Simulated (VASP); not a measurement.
Consider the following.

```xyz
2
Lattice="0.0000 3.2819 3.2819 3.2819 0.0000 3.2819 3.2819 3.2819 0.0000" Properties=species:S:1:pos:R:3 pbc="T T T"
Te     3.2819     3.2819     3.2819
Pb     0.0000     0.0000     0.0000
```

Level of theory: PBE GGA, VASP's PBE PAW potentials (set 64) (plane waves; VASP). Numerical set-up: 400 eV cut-off, 8×8×8 Γ-centred mesh, tetrahedra with Blöchl corrections, potentials Te Pb_d.

Unless said otherwise, spin-orbit coupling is left out, though it shifts the bands of the heavy elements here.

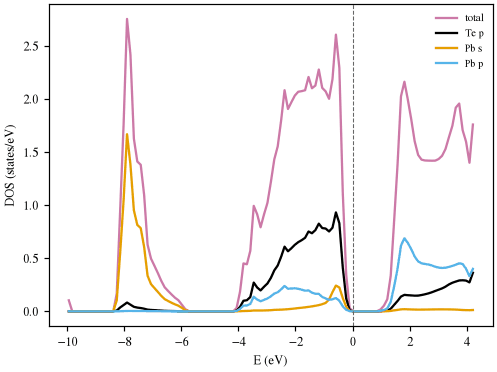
Fig. 1. Total and projected density of states, zero at the valence-band maximum

Within 2 eV below the valence-band maximum the largest weight inside VASP's projection spheres is Te p.

The gap is direct, 0.83 eV, from the valence maximum at L to the conduction minimum at L.

The compound is PbTe in the rock salt structure. It was relaxed first.
